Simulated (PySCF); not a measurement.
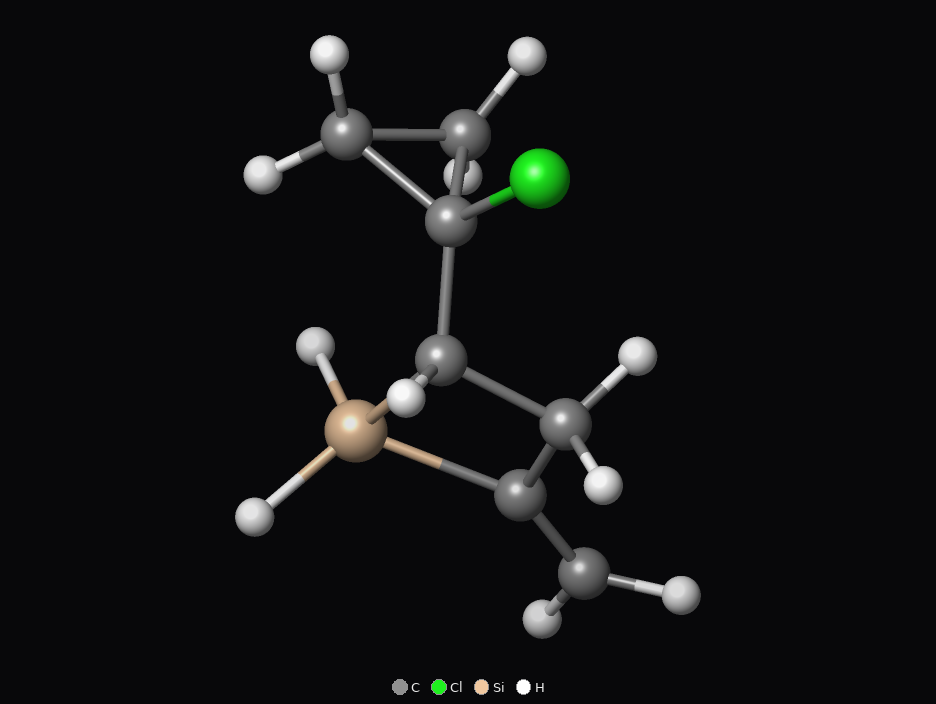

The geometry was computed by an optimisation with GFN2-xTB. No frequency run is at hand to confirm it as a minimum. Method: PBE0/pcSseg-1, gas phase (PySCF 2.14.0).

What is the HOMO–LUMO gap?

6.92 eV.

What is the HOMO energy (Kohn–Sham orbital)?

−7.57 eV.

Give the dipole moment at this level.

1.93 D.

The geometry is semi-empirical. Around Si such bond lengths and angles can be off by a tenth of an ångström or more and by several degrees, and values that hang on the shape move with them.
